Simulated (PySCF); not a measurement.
C₄H₆F₂OSi (SMILES O=C/C([SiH3])=C\C(F)F)

```csv
atom,x (Å),y (Å),z (Å)
O,1.0537,2.2590,0.2561
C,0.1241,1.4896,0.2747
C,0.3436,0.0754,-0.0451
Si,2.1852,-0.2185,-0.4283
C,-0.6205,-0.8450,-0.0606
C,-2.0711,-0.5759,0.2456
F,-2.2297,-0.0696,1.4980
F,-2.5942,0.3537,-0.5982
H,-0.8918,1.8283,0.5292
H,2.5353,0.5797,-1.5967
H,2.9532,0.1203,0.7634
H,2.3029,-1.6498,-0.7282
H,-0.3912,-1.8717,-0.3053
H,-2.7001,-1.4759,0.1733
```

Geometry: GFN2-xTB.

Theory: PBE0/pcSseg-1, SCF density, gas phase, non-relativistic (PySCF).

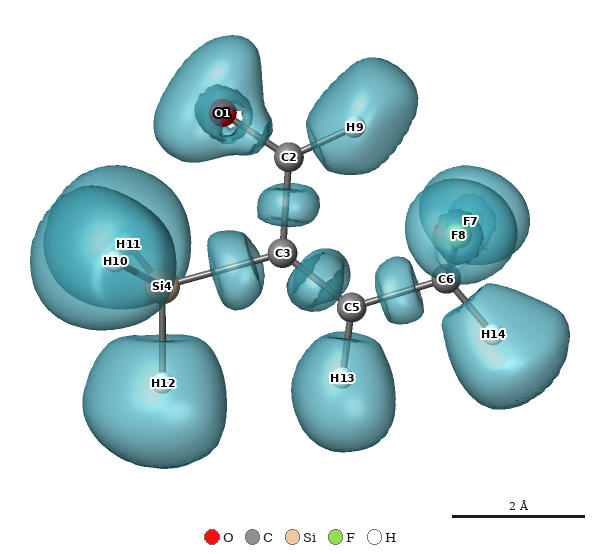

Figure 1. Isosurface of the electron localisation function at 0.75 (cyan), seen at a tilt. Core shells and regions of very low density are left out.

> What do the ELF domains correspond to?

The surface consists of three regions between bonded C–C atoms (shared pairs), one region between bonded C–Si atoms (shared pairs), six regions around hydrogen nuclei, two regions on F in which the atom's valence shell and bonds are merged and one region on O in which the atom's valence shell and bonds are merged.


C–O (1.21 Å): the ELF peaks at about 0.85 between the atoms; a short, multiple covalent bond. C–C (1.33 Å): the ELF peaks at about 0.90 between the atoms: a short, multiple covalent bond.

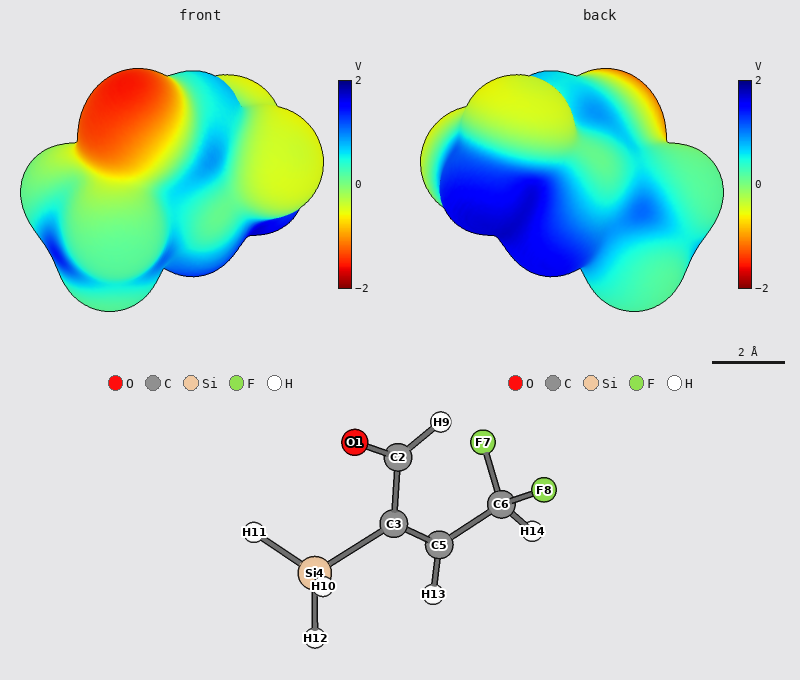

Figure 2. The electrostatic potential painted on the density surface at 0.002 e/bohr³, seen from the front and from behind; the colour scale runs from red (negative) to blue (positive). The bare structure is drawn below in the same view.

> Which sites attract a positive test charge, and which a negative one?

A positive charge is drawn to the negative regions and a negative charge to the positive ones. The most negative region (about −1.5 V) lies over O1, the most positive (about +1.7 V) over C5, C6, H13 and H14. O1 is the likeliest acceptor of a hydrogen bond.

> What dipole moment does the calculation give?

Its dipole moment is 3.47 D.

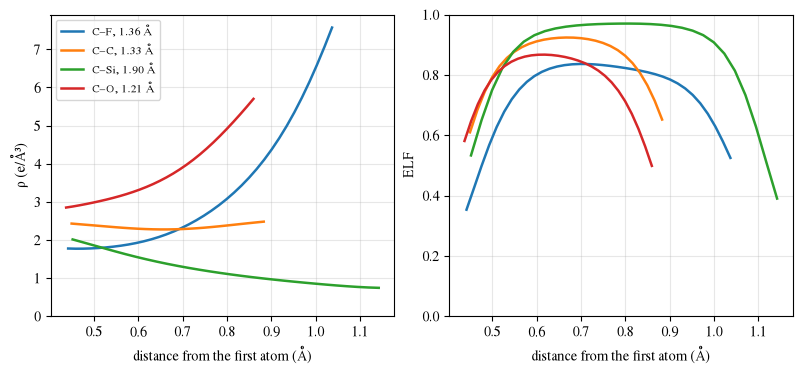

Figure 3. Electron density and electron localisation function along straight lines between neighbouring atoms. The curves leave out the atomic cores.

> What can be read from the curves?

C–F (1.36 Å): ρ is about 2.2 e/Å³ halfway, with its minimum of 1.8 e/Å³ about 0.5 Å from C; the ELF peaks at about 0.85 between the atoms: a polar covalent bond.
C–C (1.33 Å): ρ is about 2.3 e/Å³ halfway; the ELF peaks at about 0.90 between the atoms (a multiple bond).
C–Si (1.90 Å): ρ at the midpoint is about 0.9 e/Å³; the ELF peaks at about 1 between the atoms, as expected for a covalent bond.
C–O (1.21 Å): ρ is about 3.3 e/Å³ halfway; the ELF peaks at about 0.85 between the atoms (a short, multiple covalent bond).
